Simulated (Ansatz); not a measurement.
Start from MoS₂ (space group P6_3/mmc, No. 194; a = 3.149 Å, c = 12.089 Å; layered, stacked along the Cartesian z axis).

It is then changed as follows: the cell is scaled by 0.9820 in all directions, atoms relaxed at fixed cell.

Level of theory: PBE-D3(BJ) (Ansatz, a program for electronic structure, PAW, no SOC).

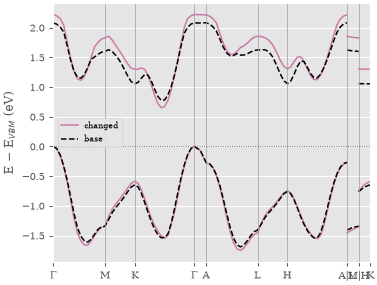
Fig. 1. Highest valence and lowest conduction band along the path, each from its own valence-band maximum

From the figure, how large is the changed gap, and is it direct?

About 0.65 eV, indirect, Γ → K–Γ (44 % along).

The cells carry an imposed strain or load. Stability against distortions was not tested.
